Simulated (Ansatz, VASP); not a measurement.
**BaBi in two plane-wave programs**

One calculation is typed for both programs; each brings its own data sets. How far apart do they land? The cell is invented: As first built, before any earlier steps moved the atoms (in the runner's words): it takes the SbPb structure with all of its atoms replaced by other elements, volume scaled by an estimate. It may not be a known or stable phase. The cell is taken from a series of VASP runs on this material, whose earlier steps may have relaxed, scaled or displaced it; both programs get it as it stands. Other levels of theory on this material are compared in a session of their own. Valence electrons are named where the data sets of a main pair hold unlike numbers.

Program: Ansatz 0.2.0. Level of theory: plane waves, with VASP 6.6.1 beside it; band structure at LDA. Results are calculated unless marked as measured.

### 1. The starting structure

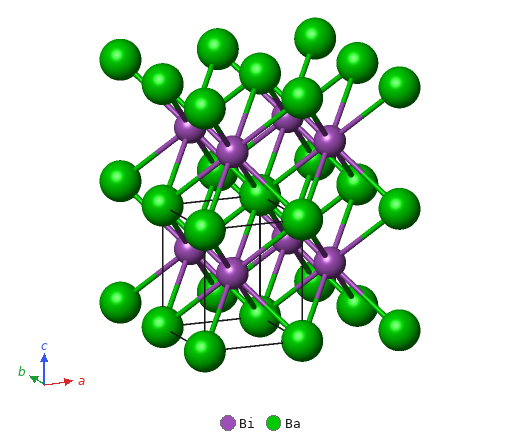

Start, viewed slightly off an axis; bismuth purple, barium green. 2×2×2 cells are drawn. Some periodic images of atoms are drawn too.

### 2. VASP: band structure, LDA

With cell and atoms fixed, the geometry can't cause a difference; cores, projectors, grids and the points listed under the comparison can.

Lines of VASP's logs that name or quote its potential files are left out, and so is its time.

INCAR reads:

```
SYSTEM = BaBi
PREC = Accurate
ENCUT = 400
EDIFF = 1E-06
NELM = 100
ISMEAR = 0
SIGMA = 0.05
LREAL = .FALSE.
ALGO = Normal
GGA = CA
NBANDS = 24
LORBIT = 11
LWAVE = .FALSE.
LCHARG = .FALSE.
```

POSCAR reads:

```
BaBi
1.0
    3.9446614500      0.0000000000      0.0000000000
    0.0000000000      3.9446614500      0.0000000000
    0.0000000000      0.0000000000      4.6651059000
Bi Ba
1 1
Direct
    0.5000000000      0.5000000000      0.5000000000
    0.0000000000      0.0000000000      0.0000000000
```

KPOINTS reads:

```
Automatic mesh
0
Gamma
6 6 5
0 0 0
```

KPOINTS_OPT reads:

```
Line mode
16
Line-mode
Reciprocal
  0.00000000   0.00000000   0.00000000 GAMMA
  0.00000000   0.50000000   0.00000000 X

  0.00000000   0.50000000   0.00000000 X
  0.50000000   0.50000000   0.00000000 M

  0.50000000   0.50000000   0.00000000 M
  0.00000000   0.00000000   0.00000000 GAMMA

  0.00000000   0.00000000   0.00000000 GAMMA
  0.00000000   0.00000000   0.50000000 Z

  0.00000000   0.00000000   0.50000000 Z
  0.00000000   0.50000000   0.50000000 R

  0.00000000   0.50000000   0.50000000 R
  0.50000000   0.50000000   0.50000000 A

  0.50000000   0.50000000   0.50000000 A
  0.00000000   0.00000000   0.50000000 Z

  0.00000000   0.50000000   0.00000000 X
  0.00000000   0.50000000   0.50000000 R

  0.50000000   0.50000000   0.00000000 M
  0.50000000   0.50000000   0.50000000 A
```

Potentials, in the order of the species: Bi_d and Ba_sv (LDA family, release 64).

On the command line:

```bash
$ mpirun -np 1 vasp_std
```

Numbers of over 12 decimals in the logs are rounded to 6 here.

Output:

```text
[banner, memory and clock lines left out]
running    1 mpi-ranks, on    1 nodes
 distrk:  each k-point on    1 cores,    1 groups
 distr:  one band on    1 cores,    1 groups

 POSCAR found type information on POSCAR BiBa
 POSCAR found :  2 types and       2 ions
 LDA part: xc-table for (Slater(with rela. corr.)+CA(PZ))
 , standard interpolation
 POSCAR, INCAR and KPOINTS ok, starting setup
 FFT: planning ... GRIDC
 FFT: planning ... GRID_SOFT
 FFT: planning ... GRID
 WAVECAR not read
 entering main loop
       N       E                     dE             d eps       ncg     rms          rms(c)
DAV:   1     0.207808284854E+03    0.20781E+03   -0.10440E+04  1440   0.878E+02
DAV:   2     0.674739623693E+01   -0.20106E+03   -0.19168E+03  1568   0.280E+02
DAV:   3    -0.805481513298E+01   -0.14802E+02   -0.14669E+02  1824   0.812E+01
DAV:   4    -0.855656553105E+01   -0.50175E+00   -0.50099E+00  2000   0.150E+01
DAV:   5    -0.857023873789E+01   -0.13673E-01   -0.13667E-01  1928   0.209E+00    0.356E+00
DAV:   6    -0.852739195811E+01    0.42847E-01   -0.35555E-02  2144   0.161E+00    0.208E+00
DAV:   7    -0.850902725109E+01    0.18365E-01   -0.36974E-02  2192   0.165E+00    0.208E-01
DAV:   8    -0.850916817511E+01   -0.14092E-03   -0.36189E-03  1752   0.419E-01    0.583E-02
DAV:   9    -0.850918826930E+01   -0.20094E-04   -0.14862E-04  2056   0.628E-02    0.205E-02
DAV:  10    -0.850919342376E+01   -0.51545E-05   -0.10565E-05  1808   0.256E-02    0.701E-03
DAV:  11    -0.850919383216E+01   -0.40840E-06   -0.67901E-07  1464   0.492E-03
   1 F= -.85091938E+01 E0= -.85074562E+01  d E =-.347527E-02
 Start KPOINTS_OPT (optional k-point list driver)
k-point batch [1-30\144]
       N       E                     dE             ncg
DAV:   1    -0.159695395612E+04   -0.14769E+05     1440
DAV:   2    -0.758077788440E+04   -0.59838E+04     1592
DAV:   3    -0.802121196891E+04   -0.44043E+03     1808
DAV:   4    -0.803575511863E+04   -0.14543E+02     1920
DAV:   5    -0.803611394656E+04   -0.35883E+00     1896
DAV:   6    -0.803613016113E+04   -0.16215E-01     2048
DAV:   7    -0.803613032230E+04   -0.16117E-03     1960
DAV:   8    -0.803613032413E+04   -0.18309E-05     1320
DAV:   9    -0.803613032439E+04   -0.25261E-06     1320
[...]
k-point batch [121-144\144]
       N       E                     dE             ncg
DAV:   1     0.193904544227E+04   -0.18686E+05     1160
DAV:   2    -0.280574648369E+04   -0.47448E+04     1200
DAV:   3    -0.315970995484E+04   -0.35396E+03     1472
DAV:   4    -0.317187285525E+04   -0.12163E+02     1584
DAV:   5    -0.317215371737E+04   -0.28086E+00     1528
DAV:   6    -0.317216500609E+04   -0.11289E-01     1696
DAV:   7    -0.317216516306E+04   -0.15697E-03     1544
DAV:   8    -0.317216516485E+04   -0.17856E-05     1128
DAV:   9    -0.317216516501E+04   -0.15924E-06     1056
```

From OUTCAR (step 2):

```text
ion  position               nearest neighbor table
   1  0.500  0.500  0.500-   2 3.64   2 3.64   2 3.64   2 3.64   2 3.64   2 3.64   2 3.64   2 3.64

  LATTYP: Found a simple tetragonal cell.
 ALAT       =     3.9446614500
 C/A-ratio  =     1.1826378408

 Subroutine GETGRP returns: Found 16 space group operations
 (whereof 16 operations were pure point group operations)

The static configuration has the point symmetry D_4h.

 Found     30 irreducible k-points:

   k-points           NKPTS =     30   k-points in BZ     NKDIM =     30   number of bands    NBANDS=     24

   dimension x,y,z NGX =    28 NGY =   28 NGZ =   30
   dimension x,y,z NGXF=    56 NGYF=   56 NGZF=   60

   ENCUT  =  400.0 eV  29.40 Ry    5.42 a.u.   6.43  6.43  7.61*2*pi/ulx,y,z

   NELECT =      25.0000    total number of electrons

 k-points in reciprocal lattice and weights: Automatic mesh
   0.00000000  0.00000000  0.00000000       0.006
   0.16666667  0.00000000  0.00000000       0.022
   0.33333333  0.00000000  0.00000000       0.022
   0.50000000  0.00000000  0.00000000       0.011
   0.16666667  0.16666667  0.00000000       0.022
   0.33333333  0.16666667  0.00000000       0.044
   0.50000000  0.16666667  0.00000000       0.022
   0.33333333  0.33333333  0.00000000       0.022
   0.50000000  0.33333333  0.00000000       0.022
[...]
0.50000000  0.33333333  0.40000000       0.044
   0.50000000  0.50000000  0.40000000       0.011

 average (electrostatic) potential at core
       1-105.4982       2 -34.6954

 E-fermi :   4.5522

 k-point     1 :       0.0000    0.0000    0.0000
  band No.  band energies     occupation
    ...
      7      -8.5952      2.00000
      8      -8.3522      2.00000
      9      -8.3522      2.00000
     10      -6.1775      2.00000
     11       4.4146      1.99990
     12       4.7044      0.00002
     13       5.0571      0.00000
     14       5.9690      0.00000
     15       5.9690      0.00000
     16       7.4547      0.00000
    ...

 k-point     2 :       0.1667    0.0000    0.0000
  band No.  band energies     occupation
    ...
      8      -8.5594      2.00000
      9      -8.3282      2.00000
     10      -5.8837      2.00000
     11       3.7847      2.00000
     12       4.1177      2.00000
     13       4.9861      0.00000
     14       5.8343      0.00000
     15       6.1010      0.00000
     16       9.0424      0.00000
     17       9.1001      0.00000
    ...

 k-point     3 :       0.3333    0.0000    0.0000
  band No.  band energies     occupation
    ...
      8      -8.4863      2.00000
      9      -8.2795      2.00000
     10      -5.3308      2.00000
     11       1.9092      2.00000
     12       3.5671      2.00000
     13       5.4536      0.00000
     14       5.5068      0.00000
     15       7.9743      0.00000
     16       9.2800      0.00000
     17       9.8514      0.00000
    ...

  Total       -0.0115479     -0.0115479     -0.0032814      0.0000000      0.0000000     -0.0000000
  in kB       -0.2548782     -0.2548782     -0.0724244      0.0000000      0.0000000     -0.0000000
  external PRESSURE =      -0.1940603 kB  Pullay stress =       0.0000000 kB

  energy-cutoff  :      400.00
  volume of cell :       72.59
      direct lattice vectors                 reciprocal lattice vectors
     3.944661450  0.000000000  0.000000000     0.253507180  0.000000000  0.000000000
     0.000000000  3.944661450  0.000000000     0.000000000  0.253507180  0.000000000
     0.000000000  0.000000000  4.665105900     0.000000000  0.000000000  0.214357406

 POSITION                                       TOTAL-FORCE (eV/Angst)
 -----------------------------------------------------------------------------------
      1.97233      1.97233      2.33255         0.000000      0.000000      0.000000
      0.00000      0.00000      0.00000         0.000000      0.000000      0.000000
 -----------------------------------------------------------------------------------
    total drift:                                0.000000      0.000000      0.000000

  FREE ENERGIE OF THE ION-ELECTRON SYSTEM (eV)
  ---------------------------------------------------
  free  energy   TOTEN  =        -8.5091938322 eV

  energy  without entropy=       -8.5057185573  energy(sigma->0) =       -8.50745619

 total charge
# of ion       s       p       d       tot
------------------------------------------
    1        1.475   1.552   9.883  12.910
    2        2.023   5.571   0.366   7.960
--------------------------------------------------
tot          3.498   7.123  10.249  20.871

[... 3 further parts left out ...]
```

The run ends at a pressure of -0.02 GPa.

### 3. Ansatz: band structure, LDA

Ansatz runs on its default PAW (the set named soft_2) files.

The same cell, functional (in two slightly different forms), mesh and smearing now go to Ansatz, which takes its cutoff from its data sets.

input.yaml reads:

```yaml
crystal:
  lattice:
    - [3.94466145, 0.0, 0.0]
    - [0.0, 3.94466145, 0.0]
    - [0.0, 0.0, 4.6651059]
  atoms:
    - { symbol: Bi, position: [0.5, 0.5, 0.5] }
    - { symbol: Ba, position: [0.0, 0.0, 0.0] }
hamiltonian:
  xc: lda
  pseudopotentials: { kind: paw }
kpoints:
  mp_grid: { grid: [6, 6, 5] }
  band_path:
    path:
      - [0.0, 0.0, 0.0]
      - [0.0, 0.13333, 0.0]
      - [0.0, 0.3, 0.0]
      - [0.0, 0.46667, 0.0]
      - [0.1, 0.5, 0.0]
      - [0.26667, 0.5, 0.0]
      - [0.43333, 0.5, 0.0]
      - [0.43333, 0.43333, 0.0]
      - [0.26667, 0.26667, 0.0]
      - [0.1, 0.1, 0.0]
      - [0.0, 0.0, 0.03333]
      - [0.0, 0.0, 0.2]
      - [0.0, 0.0, 0.36667]
      - [0.0, 0.0, 0.5]
      - [0.0, 0.16667, 0.5]
      - [0.0, 0.3, 0.5]
      - [0.0, 0.46667, 0.5]
      - [0.1, 0.5, 0.5]
      - [0.26667, 0.5, 0.5]
      - [0.43333, 0.5, 0.5]
      - [0.43333, 0.43333, 0.5]
      - [0.26667, 0.26667, 0.5]
      - [0.1, 0.1, 0.5]
      - [0.0, 0.5, 0.03333]
      - [0.0, 0.5, 0.2]
      - [0.0, 0.5, 0.36667]
      - [0.5, 0.5, 0.0]
      - [0.5, 0.5, 0.16667]
      - [0.5, 0.5, 0.33333]
      - [0.5, 0.5, 0.5]
    npoints: 1
scf:
  occupations: { method: gaussian, width: 0.05 }
  n_extra_bands: 7
output:
  forces: true
  stress: true
  eigenvalues: true
```

On the command line:

```bash
$ ansatz run input.yaml --threads 2 --pin off --max-ram 4608MiB --backend cpu --events-out ev --progress --plain --runs-dir out
```

Output:

```text
scf.n_extra_bands = 7 over 13 filled bands (N_el = 25.0): the run solves 20 bands
Engine: ansatz 0.2.0, x86_64-unknown-linux-gnu
Pseudopotentials: kind: paw
Pseudopotential: Bi, paw, valence charge 15, recommended cutoff 420 eV (normal), Bi.paw.azcp
Pseudopotential: Ba, paw, valence charge 10, recommended cutoff 420 eV (normal), Ba.paw.azcp
Functional definition: SPW92
  exchange = slater_x
  correlation = pw_c
Crystal: 2 atoms, lattice volume = 72.591 Å³
Basis set: ecut = 420 eV, 1439 PW (Γ)
Bands: 20, of which v1, the nominal top of the filled ones, is band 13 counted from 1 (12 counted from 0)
Symmetry: 16 space group operations
Space group: P4/mmm (ITA 123), of the structure as read, at distance tolerance 4.2e-5 Å
k-points: 30 of 180
Non-local potential: Bi, projectors of the file, l = 0: 2, l = 1: 2, l = 2: 2, l = 3: 2
Non-local potential: Ba, projectors of the file, l = 0: 3, l = 1: 2, l = 2: 2, l = 3: 2
PAW form: soft (Blöchl's): semilocal exchange-correlation on the pseudo side does not see the compensation charge
PAW frozen core: Bi, regenerated for the run's functional, and the local potential with it (the file was generated under x = pbe(κ = 0.804, μ = 0.219515), c = pbe(β = 0.066725))
PAW frozen core: Ba, regenerated for the run's functional, and the local potential with it (the file was generated under x = pbe(κ = 0.804, μ = 0.219515), c = pbe(β = 0.066725))
PAW one-centre angular grid: Bi, 590 points (default); XC on 64 Gauss nodes
PAW one-centre angular grid: Ba, 194 points (default); XC on 64 Gauss nodes
Initial density: superposition of atomic densities (neutral atoms: chi_scale 0, normalization atom), corrected by the library's trained network
Initial wavefunctions: pseudopotential atomic-orbital guess
Functional: x = slater, c = lda
SCF iter   1: F=—  HF=-17867.205346 eV  |F-HF|=—  |Δ(HF+E_count)|=         —  Δρ=3.64e-3  dr2=5.53e-3  ethr=1.77e-3  ⟨swp⟩=10.7  Hψ=4174  notcnv=0  defer=4
preconditioner: auto → Resta (q_TF=auto, 2.284 Å⁻¹)  ε∞=2.6  [insulator: Δε(μ)=0.085 eV  Ē_g=12.383 eV  σ=0.050 eV  W_gap=0.75  n_scr=18 (ndim 8)  ℏωp=15.7 eV  f_vac=0.000  D(μ)=2.96/eV (n_scr^D=28)  ε∞_Penn≈2.6]
SCF iter   2: F=—  HF=-17867.204265 eV  |F-HF|=—  |Δ(HF+E_count)|=   1.08e-3  Δρ=1.76e-3  dr2=1.32e-3  ethr=2.21e-5  ⟨swp⟩=2.5  Hψ=1183  notcnv=0  defer=66
SCF iter   3: F=—  HF=-17867.204118 eV  |F-HF|=—  |Δ(HF+E_count)|=   1.47e-4  Δρ=2.35e-4  dr2=4.78e-5  ethr=5.29e-6  ⟨swp⟩=2.0  Hψ=982  notcnv=0  defer=66
SCF iter   4: F=—  HF=-17867.204091 eV  |F-HF|=—  |Δ(HF+E_count)|=   2.65e-5  Δρ=8.11e-5  dr2=3.84e-6  ethr=1.91e-7  ⟨swp⟩=2.0  Hψ=866  notcnv=0  defer=66
SCF iter   5: F=—  HF=-17867.204092 eV  |F-HF|=—  |Δ(HF+E_count)|=   5.64e-7  Δρ=2.92e-5  dr2=7.68e-7  ethr=1.54e-8  ⟨swp⟩=1.0  Hψ=526  notcnv=0  defer=66
SCF iter   6: F=-17867.204092 eV  HF=-17867.204092 eV  |F-HF|=6.95e-8  |Δ(HF+E_count)|=   1.02e-8  Δρ=7.70e-6  dr2=8.86e-8  ethr=4.00e-10  ⟨swp⟩=9.7  Hψ=3642  notcnv=0
SCF 1 converged in 6 iterations: F = -17867.204092 eV  dr2 = 8.86e-8
  greatest PAW one-centre occupation: 0.988 electrons in one spin orbital (limit 2), on the Bi atom at site 0 (counted from 0), in its partial waves of l = 2
NSCF: frozen V_eff on 30 k-points
SCF converged after 6 iterations
Free energy (F): -17867.204092 eV
Harris-Foulkes:  -17867.204092 eV  (|F-HF|=6.95e-8)
Internal energy: -17867.200349 eV  (E = F + TS)
E sigma→0 (E₀):  -17867.202220 eV
Entropy (-TS):   -0.003743 eV (-1.872 meV/atom)
Fermi energy:    9.718040 eV
--- Per-component energies (eV) ---
  E_band       = -136.998158
  E_kinetic    = 474.563828
  E_local      = -1835.551691  (includes V_loc(G=0)·N_el)
  E_nonlocal   = 622.128476
  E_hartree    = 605.716034
  E_xc         = -317.959348
  E_vxc        = -281.394813  (∫ρ·V_xc dr)
  E_paw        = -15411.094902  (= ΣΔE_a)
  E_vpaw       = -328.186591  (= ΣTr[D̂ρ^β])
  E_aug_tail   = -0.000527  (compensation charges beyond the density's cutoff)
  E_ewald      = -2005.279849
  E_core_change = 0.277631  (= ΣΔE_core)
  E_smearing   = -0.003743  (= −TS)
  E_closure    = 0.000000  (closes the sum)
  Σ components = -17867.204092   (vs F -17867.204092, Δ=0.00e0)
--- Forces (eV/Å), atoms counted from 1 ---
  atom   1  Bi     0.00000000    -0.00000000     0.00000000
  atom   2  Ba     0.00000000     0.00000000     0.00000000
  max |Σ_I F_I| component: 1.50e-29 eV/Å
--- Stress (GPa, compression-positive) ---
       -0.512870       0.000000       0.000000
        0.000000      -0.512870       0.000000
        0.000000       0.000000      -0.523521
  P = ⅓ Tr σ = -0.5164 GPa (-5.164 kbar)
--- Band table (eV; the first three rows and the last of 30) ---
  k-point 0: bands = [... 9 lower, -1.0211, 9.5573, 9.9261, 10.2907, 11.0790, 11.0790, 12.6265, 14.2521, ... 3 higher]
  k-point 1: bands = [... 9 lower, -0.6747, 7.8980, 10.3844, 10.6985, 10.6985, 11.2649, 13.8869, 14.8911, ... 3 higher]
  k-point 2: bands = [... 9 lower, -0.1541, 6.6378, 10.2355, 10.2355, 10.5584, 12.8648, 14.5403, 15.1543, ... 3 higher]
  k-point 29: bands = [... 9 lower, 0.3194, 7.0406, 7.0406, 7.3311, 13.3066, 14.6024, 14.6024, 16.0399, ... 3 higher]
```

It took 1.5 s on 2 threads of Intel Xeon 6975P-C (Granite Rapids), shared host; peak memory 0.4 GiB.

### 4. Comparison

Known differences besides the potentials themselves: the two LDA forms differ slightly; the cutoff is 420 eV in Ansatz and 400 eV in VASP; VASP's log shows a relativistic correction to its local exchange, Ansatz's none. Total energies have different zeros and are not compared.

Compared:

```
      quantity  Ansatz   VASP  difference
pressure (GPa)   -0.52  -0.02       -0.50
```

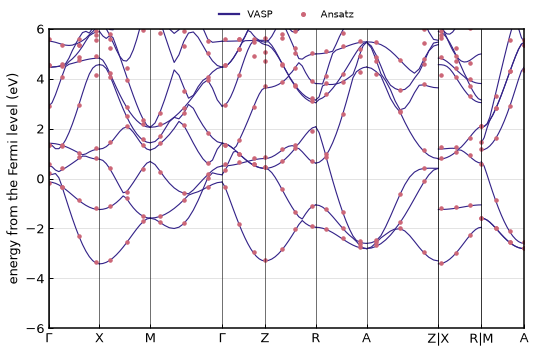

Bands from VASP (lines) and levels from Ansatz (dots). Dots without a line are higher empty bands that the VASP plot leaves out.

Levels from 3 eV below to 2 eV above the Fermi level differ by 40 meV r.m.s. and 116 meV at most; each VASP level is matched to the nearest of Ansatz, which flatters the figure a little.

### 5. Outcome

| Property | Result |
| --- | --- |
| r.m.s. difference of levels near the Fermi level (band structure, LDA) | 40 meV |

What this shows: The r.m.s. difference of levels near the Fermi level is 40 meV (band structure, LDA), within the 80 meV picked in this series as the mark of a large difference. 4 further runs of this series are not shown here. How closely two codes agree says nothing of how well the functional describes the real material.

[Lines on the potential files, build, host, timing and source positions are cut from VASP's logs without a mark.]

[Logs are printed without paths, hosts, clocks, repeated set-up lines and the standing remarks that a program may print on its own settings, such as how far it seeks lower states.]

[Hosts, paths, dates, database ids (printed as entryN), source tags and the programs' standing remarks are cut or masked in the printed files.]
